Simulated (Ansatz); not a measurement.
# GePHF (sextet): the correlation ladder, cc-pVDZ

Aim: climb from Hartree-Fock through coupled cluster for GePHF (sextet) at one geometry and basis, and see what each rung misses.

Program: Ansatz 0.2.0, Gaussian basis. Level of theory: cc-pVDZ, core rule «outside noble gas», up to 20 orbitals frozen. These are calculated values, not measurements.

To be run: UHF; CCSD(T) on ROHF; CCSD(T) on UHF; BCCD(T) on ROHF; CISD as a restricted active space (open shells left free, so some higher excitations enter); CCSDT(Q) on ROHF; CCSDT(Q) on UHF.

7 further runs of the same task are left out: 2 for a known fault of the program, 5 set aside as unsound or not needed. Runs told in other sessions of the task aren't counted.

### 1 The geometry

The geometry is a PBE0/def2-TZVP stationary point (not a proven minimum) of the parent state, kept for this charge and spin. No spin-orbit coupling is included. The filled d shell of Ge may be among the frozen orbitals whatever the setting's name suggests.

4 atoms, charge 0, spin multiplicity 6.

Atoms are counted from 1 here; the program's logs count them from 0.

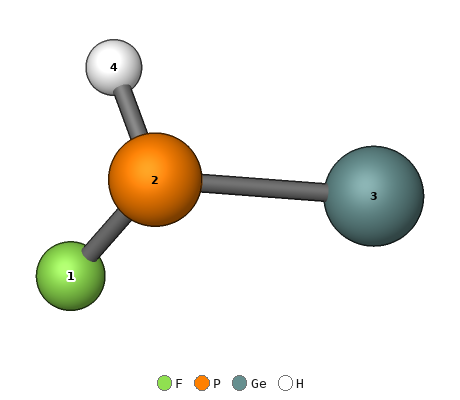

The structure; fluorine green, phosphorus orange, germanium teal, hydrogen white; atoms are numbered from 1 in the order of the file.

In the tables R marks a restricted open-shell determinant and U an unrestricted one; energies count from the table's Hartree-Fock row.

### 2 UHF

in.yaml

```yaml
crystal:
  periodic: [false, false, false]
  atoms:
    - {symbol: F, position_ang: [-0.049212, -0.722728, 2.144704]}
    - {symbol: P, position_ang: [0.111557, 0.559116, 1.206925]}
    - {symbol: Ge, position_ang: [-0.018267, -0.064643, -1.096029]}
    - {symbol: H, position_ang: [-1.184045, 1.099712, 1.474900]}
basis:
  gaussian: {orbitals: cc-pVDZ}
magnetization: {spin_polarized: true, initial_magnetization: 5}
hamiltonian: {xc: hf}
output: {orbitals: {seedname: orbitals}}
```

The run is started by

```sh
> ansatz run in.yaml --threads 1 --pin off --events-out ev --progress --plain --max-ram 4096MiB --backend cpu
```

Log:

```text
Functional definition: HF
  name "HF"
  cite "Fock, Z. Phys. 61, 126 (1930) doi:10.1007/BF01340294"
  parent pbe
  exchange = exact_x
  correlation = 0
694 factors; integrals over basis functions are off by at most 9.1e-4 eV
mean field evaluation 1: about -68457.6112 eV, gradient 1.3e1 eV
mean field evaluation 2: about -68457.6245 eV, gradient 1.3e1 eV
mean field evaluation 4: about -68459.5679 eV, gradient 4.1e0 eV
mean field evaluation 8: about -68460.0307 eV, gradient 2.7e-1 eV
mean field evaluation 16: about -68457.1180 eV, gradient 1.2e1 eV
mean field evaluation 32: about -68459.4731 eV, gradient 4.6e-1 eV
mean field evaluation 64: about -68459.8223 eV, gradient 2.1e0 eV
mean field -68460.03602626 eV, -2515.8599200859 hartree, gradient 2.7e-5 eV, S^2 8.771875; 2 other end points of the search recorded, 0 dependent functions left out
reference -68460.03602626 eV, -2515.8599200859 hartree; 31, 26 occupied and 33, 38 virtual orbitals, 694 factors
Total energy: -68460.03602626 eV, -2515.8599200859 hartree
```

It took 3.3 s on 1 thread of AMD EPYC 7R13, shared host.

From the report: ⟨S²⟩ of the determinant 8.772 (pure sextet: 8.75).

### 3 CCSD(T) on ROHF

Edit in.yaml of step 2 so:

```diff
@@ -9,4 +9,4 @@
   gaussian: {orbitals: cc-pVDZ}
-magnetization: {spin_polarized: true, initial_magnetization: 5}
-hamiltonian: {xc: hf}
-output: {orbitals: {seedname: orbitals}}
+magnetization: {spin_polarized: false, initial_magnetization: 5}
+correlation: {method: ccsd_t, electrons: outside_noble_gas}
+output: {forces: true}
```

Same command.

Log, cut to the lines that bear on the results:

```text
Functional definition: HF
  name "HF"
  cite "Fock, Z. Phys. 61, 126 (1930) doi:10.1007/BF01340294"
  parent pbe
[...]
694 factors; integrals over basis functions are off by at most 9.1e-4 eV
[...]
mean field -68459.83405526 eV, -2515.8524977887 hartree, gradient 2.6e-6 eV, S^2 8.750000; 4 other end points of the search recorded, 0 dependent functions left out
[...]
determinant -68459.83405526 eV, -2515.8524977887 hartree, with singles and doubles -68469.60655392 eV, -2516.2116304902 hartree
determinant -68459.12244876 eV, -2515.8263467322 hartree, with singles and doubles -68468.81087575 eV, -2516.1823898571 hartree
20 core orbitals not correlated: weight in the atoms' cores, before any rotation towards them, 0.999 or more for the frozen orbitals, at most 0.000 for the correlated occupied ones
reference -68459.83405526 eV, -2515.8524977887 hartree; 11, 6 occupied and 33, 38 virtual orbitals, 694 factors
second order -8.92217541 eV of doubles, -0.09805059 eV of singles
cycle   1  -9.77496116 eV  change   -2.5e-3 eV  update   3.6e-3
[...]
cycle  19  -9.77851667 eV  change    3.5e-7 eV  update   3.1e-7
perturbative correction -0.26297009 eV, -0.0096639724 hartree
[...]
Total energy: -68469.87554202 eV, -2516.2215156206 hartree
Atom 0 at    -0.049212    -0.722728     2.144704 Å, force    -0.944355    -2.919688     2.668948 eV/Å
Atom 1 at     0.111557     0.559116     1.206925 Å, force     1.560921     3.223186    -2.737095 eV/Å
Atom 2 at    -0.018267    -0.064643    -1.096029 Å, force     0.067847    -0.055244    -0.607215 eV/Å
Atom 3 at    -1.184045     1.099712     1.474900 Å, force    -0.684413    -0.248254     0.675362 eV/Å
Dipole moment:    -0.048410     0.259356    -0.016732 e Å
```

It took 18 s on 1 thread of AMD EPYC 7R13, shared host.

From the report: correlation -10.0415 eV; T1 0.033; largest double amplitude 0.06.

### 4 CCSD(T) on UHF

Edit in.yaml of step 3 so:

```diff
@@ -9,3 +9,3 @@
   gaussian: {orbitals: cc-pVDZ}
-magnetization: {spin_polarized: false, initial_magnetization: 5}
+magnetization: {spin_polarized: true, initial_magnetization: 5}
 correlation: {method: ccsd_t, electrons: outside_noble_gas}
```

Launched as before.

Log, cut to the lines that bear on the results:

```text
Functional definition: HF
  name "HF"
  cite "Fock, Z. Phys. 61, 126 (1930) doi:10.1007/BF01340294"
  parent pbe
[...]
694 factors; integrals over basis functions are off by at most 9.1e-4 eV
[...]
mean field -68460.03602626 eV, -2515.8599200859 hartree, gradient 4.7e-6 eV, S^2 8.771875; 5 other end points of the search recorded, 0 dependent functions left out
determinant -68460.03602626 eV, -2515.8599200859 hartree, with singles and doubles -68469.63193987 eV, -2516.2125634068 hartree
determinant -68459.26588756 eV, -2515.8316180109 hartree, with singles and doubles -68468.82809185 eV, -2516.1830225368 hartree
determinant -68457.85196684 eV, -2515.7796573828 hartree, with singles and doubles -68467.67053155 eV, -2516.1404829804 hartree
20 core orbitals not correlated: weight in the atoms' cores, before any rotation towards them, 0.999 or more for the frozen orbitals, at most 0.000 for the correlated occupied ones
reference -68460.03602626 eV, -2515.8599200859 hartree; 11, 6 occupied and 33, 38 virtual orbitals, 694 factors
second order -8.81222819 eV of doubles, -0.00000000 eV of singles
cycle   1  -9.59772108 eV  change   -1.8e-3 eV  update   3.4e-3
[...]
cycle  18  -9.60109713 eV  change    7.0e-7 eV  update   5.7e-7
perturbative correction -0.25483095 eV, -0.0093648647 hartree
[...]
Total energy: -68469.89195434 eV, -2516.2221187624 hartree
Atom 0 at    -0.049212    -0.722728     2.144704 Å, force    -0.944427    -2.914173     2.671579 eV/Å
Atom 1 at     0.111557     0.559116     1.206925 Å, force     1.556066     3.212024    -2.756226 eV/Å
Atom 2 at    -0.018267    -0.064643    -1.096029 Å, force     0.069794    -0.047788    -0.591732 eV/Å
Atom 3 at    -1.184045     1.099712     1.474900 Å, force    -0.681433    -0.250062     0.676378 eV/Å
Dipole moment:    -0.048170     0.259089    -0.019071 e Å
```

It took 18 s on 1 thread of AMD EPYC 7R13, shared host; peak memory 0.26 GiB.

From the report: ⟨S²⟩ of the determinant 8.772 (pure sextet: 8.75); correlation -9.8559 eV; T1 0.027; largest double amplitude 0.06.

### 5 BCCD(T) on ROHF

Edit in.yaml of step 4 so:

```diff
@@ -9,4 +9,3 @@
   gaussian: {orbitals: cc-pVDZ}
-magnetization: {spin_polarized: true, initial_magnetization: 5}
-correlation: {method: ccsd_t, electrons: outside_noble_gas}
-output: {forces: true}
+magnetization: {spin_polarized: false, initial_magnetization: 5}
+correlation: {method: bccd_t, electrons: outside_noble_gas}
```

Same command.

Log, cut to the lines that bear on the results:

```text
Functional definition: HF
  name "HF"
  cite "Fock, Z. Phys. 61, 126 (1930) doi:10.1007/BF01340294"
  parent pbe
[...]
694 factors; integrals over basis functions are off by at most 9.1e-4 eV
[...]
mean field -68459.83405526 eV, -2515.8524977887 hartree, gradient 2.6e-6 eV, S^2 8.750000; 4 other end points of the search recorded, 0 dependent functions left out
[...]
determinant -68459.83405526 eV, -2515.8524977887 hartree, with singles and doubles -68469.60655392 eV, -2516.2116304902 hartree
determinant -68459.12244876 eV, -2515.8263467322 hartree, with singles and doubles -68468.81087575 eV, -2516.1823898571 hartree
20 core orbitals not correlated: weight in the atoms' cores, before any rotation towards them, 0.999 or more for the frozen orbitals, at most 0.000 for the correlated occupied ones
reference -68459.83405526 eV, -2515.8524977887 hartree; 11, 6 occupied and 33, 38 virtual orbitals, 694 factors
second order -8.92217541 eV of doubles, -0.09805059 eV of singles
cycle   1  -9.75085050 eV  change    2.2e-2 eV  update   1.8e-2
[...]
cycle  15  -9.75173480 eV  change    8.3e-6 eV  update   1.7e-5
perturbative correction -0.29344718 eV, -0.0107839849 hartree
Total energy: -68469.87923724 eV, -2516.2216514177 hartree
```

It took 10 s on 1 thread of AMD EPYC 7R13, shared host.

From the report: correlation -10.0452 eV; largest double amplitude 0.06.

### 6 CISD as a restricted active space (open shells left free, so some higher excitations enter)

Edit in.yaml of step 5 so:

```diff
@@ -10,2 +10,2 @@
 magnetization: {spin_polarized: false, initial_magnetization: 5}
-correlation: {method: bccd_t, electrons: outside_noble_gas}
+correlation: {active_space: {ras: {orbitals: [6, 5, 33], electrons: 17, max_holes: 2, max_particles: 2}, fixed_orbitals: true}}
```

Launched as before.

Log:

```text
Functional definition: HF
  name "HF"
  cite "Fock, Z. Phys. 61, 126 (1930) doi:10.1007/BF01340294"
  parent pbe
  exchange = exact_x
  correlation = 0
694 factors; integrals over basis functions are off by at most 9.1e-4 eV
mean field evaluation 1: about -68457.5181 eV, gradient 2.3e1 eV
mean field evaluation 2: about -68457.5309 eV, gradient 2.3e1 eV
mean field evaluation 4: about -68459.6338 eV, gradient 3.4e0 eV
mean field evaluation 8: about -68459.8296 eV, gradient 2.5e-1 eV
mean field evaluation 16: about -68459.1570 eV, gradient 4.9e0 eV
mean field -68459.83405526 eV, -2515.8524977887 hartree, gradient 2.6e-6 eV, S^2 8.750000; 3 other end points of the search recorded, 0 dependent functions left out
reference -68459.83405526 eV, -2515.8524977887 hartree; 31, 26 occupied and 33, 38 virtual orbitals, 694 factors
state -68468.69751416 eV, -2516.1782238952 hartree
Total energy: -68468.69751416 eV, -2516.1782238952 hartree
```

Wall time 73 s (1 thread of AMD EPYC 7R13, shared host); peak memory 0.39 GiB.

From the report: 1,981,666 determinants.

### 7 CCSDT(Q) on ROHF

Edit in.yaml of step 6 so:

```diff
@@ -10,2 +10,2 @@
 magnetization: {spin_polarized: false, initial_magnetization: 5}
-correlation: {active_space: {ras: {orbitals: [6, 5, 33], electrons: 17, max_holes: 2, max_particles: 2}, fixed_orbitals: true}}
+correlation: {method: ccsdt_q, electrons: outside_noble_gas}
```

The run is started by

```sh
> ansatz run in.yaml --threads 2 --pin off --events-out ev --progress --plain --max-ram 24576MiB --backend cuda --devices 0, --max-vram 18GiB
```

Log, cut to the lines that bear on the results:

```text
Functional definition: HF
  name "HF"
  cite "Fock, Z. Phys. 61, 126 (1930) doi:10.1007/BF01340294"
  parent pbe
[...]
1219 factors; integrals over basis functions are off by at most 1.6e-7 eV
[...]
mean field -68459.83434168 eV, -2515.8525083143 hartree, gradient 3.9e-6 eV, S^2 8.750000; 4 other end points of the search recorded, 0 dependent functions left out
[...]
determinant -68459.83434168 eV, -2515.8525083143 hartree, with singles and doubles -68469.60683967 eV, -2516.2116409914 hartree
determinant -68459.12269808 eV, -2515.8263558944 hartree, with singles and doubles -68468.81111763 eV, -2516.1823987460 hartree
20 core orbitals not correlated: weight in the atoms' cores, before any rotation towards them, 0.999 or more for the frozen orbitals, at most 0.000 for the correlated occupied ones
reference -68459.83434168 eV, -2515.8525083143 hartree; 11, 6 occupied and 33, 38 virtual orbitals, 1219 factors
second order -8.92219860 eV of doubles, -0.09804890 eV of singles
cycle   1  -9.33362401 eV  change   -3.1e-1 eV  update   1.1e-1
[...]
cycle  27  -10.07763866 eV  change   -1.6e-7 eV  update   1.8e-6
perturbative correction -0.01974208 eV, -0.0007255080 hartree
Total energy: -68469.93172241 eV, -2516.2235802121 hartree
```

It took 19 s on 1 × H100 (card shared with other runs) with 2 threads of AMD EPYC 7R13, shared host; peak host memory 0.97 GiB.

From the report: correlation -10.0974 eV; T1 0.035; largest double amplitude 0.07.

### 8 CCSDT(Q) on UHF

Edit in.yaml of step 7 so:

```diff
@@ -9,3 +9,3 @@
   gaussian: {orbitals: cc-pVDZ}
-magnetization: {spin_polarized: false, initial_magnetization: 5}
+magnetization: {spin_polarized: true, initial_magnetization: 5}
 correlation: {method: ccsdt_q, electrons: outside_noble_gas}
```

The command is unchanged.

Log, cut to the lines that bear on the results:

```text
Functional definition: HF
  name "HF"
  cite "Fock, Z. Phys. 61, 126 (1930) doi:10.1007/BF01340294"
  parent pbe
[...]
1219 factors; integrals over basis functions are off by at most 1.6e-7 eV
[...]
mean field -68460.03631090 eV, -2515.8599305463 hartree, gradient 3.0e-6 eV, S^2 8.771875; 5 other end points of the search recorded, 0 dependent functions left out
determinant -68460.03631090 eV, -2515.8599305463 hartree, with singles and doubles -68469.63222569 eV, -2516.2125739103 hartree
determinant -68459.26613322 eV, -2515.8316270386 hartree, with singles and doubles -68468.82833582 eV, -2516.1830315027 hartree
determinant -68457.85234709 eV, -2515.7796713567 hartree, with singles and doubles -68467.67091188 eV, -2516.1404969574 hartree
20 core orbitals not correlated: weight in the atoms' cores, before any rotation towards them, 0.999 or more for the frozen orbitals, at most 0.000 for the correlated occupied ones
reference -68460.03631090 eV, -2515.8599305463 hartree; 11, 6 occupied and 33, 38 virtual orbitals, 1219 factors
second order -8.81224993 eV of doubles, -0.00000000 eV of singles
cycle   1  -9.16008665 eV  change   -3.5e-1 eV  update   1.1e-1
[...]
cycle  28  -9.89394072 eV  change    1.4e-6 eV  update   2.0e-6
perturbative correction -0.02442919 eV, -0.0008977563 hartree
Total energy: -68469.95468081 eV, -2516.2244239177 hartree
```

It took 13 s on 1 × H100 (card shared with other runs) with 2 threads of AMD EPYC 7R13, shared host; peak host memory 0.91 GiB.

From the report: ⟨S²⟩ of the determinant 8.772 (pure sextet: 8.75); correlation -9.9184 eV; T1 0.029; largest double amplitude 0.07.

### 9 Misses and costs

No level here is safe as a reference; RCCSDT(Q) serves as a yardstick only. Rows without a time are mean-field rows or come out of runs for another level: lower rungs of the coupled-cluster runs, or the Hartree-Fock search. The times of RCCSD(T), UCCSD(T) include forces.

Differences are taken before rounding.

```tsv
method	energy from the lowest ROHF (meV)	from RCCSDT(Q) (meV)	time
ROHF	0.0	+10097.7	
UHF	-202.0	+9895.7	
RMP2	-9020.2	+1077.4	
UMP2	-9014.2	+1083.5	
CISD	-8863.5	+1234.2	73 s
RCCSD	-9778.5	+319.2	
UCCSD	-9803.1	+294.6	
RCCSD(T)	-10041.5	+56.2	18 s
UCCSD(T)	-10057.9	+39.8	18 s
BCCD(T)	-10045.2	+52.5	10 s
RCCSDT	-10077.9	+19.7	
UCCSDT	-10096.2	+1.5	
RCCSDT(Q)	-10097.7	0	19 s (GPU)
UCCSDT(Q)	-10120.6	-23.0	13 s (GPU)
```

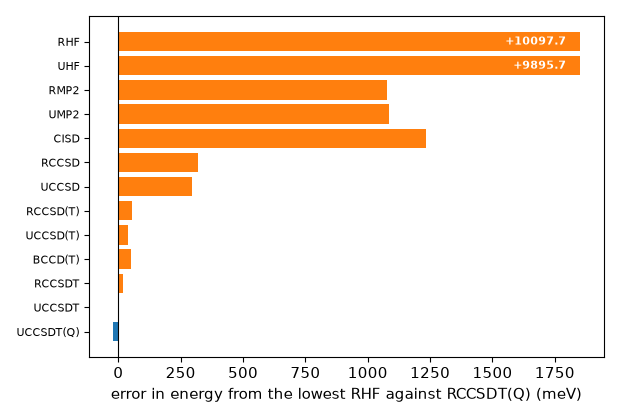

Error of each method against RCCSDT(Q). Bars with a number in them are cut short.

Some runs used a GPU and others CPU threads alone; cost is compared among the CPU runs only.

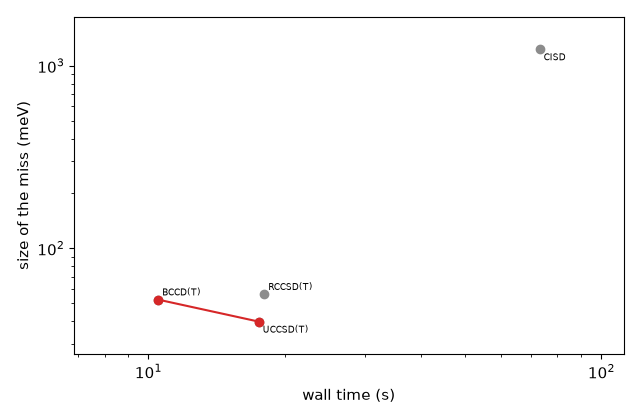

Miss against cost. Red marks the levels that no quicker level drawn beats. Times are from a shared host.

### 10 Summary of results

```
                     quantity        value
RCCSDT(Q) from the ROHF energy  -10.0977 eV
          RMP2 from RCCSDT(Q)  +1077.4 meV
          UMP2 from RCCSDT(Q)  +1083.5 meV
         RCCSD from RCCSDT(Q)   +319.2 meV
      RCCSD(T) from RCCSDT(Q)    +56.2 meV
      UCCSD(T) from RCCSDT(Q)    +39.8 meV
     UCCSDT(Q) from RCCSDT(Q)    -23.0 meV
                T1 diagnostic        0.033
```

What this shows: RCCSD(T) misses by +56.2 meV, 0.6 % of the correlation energy.

With open shells the CI space here admits some higher excitations, so it is larger than plain CISD.
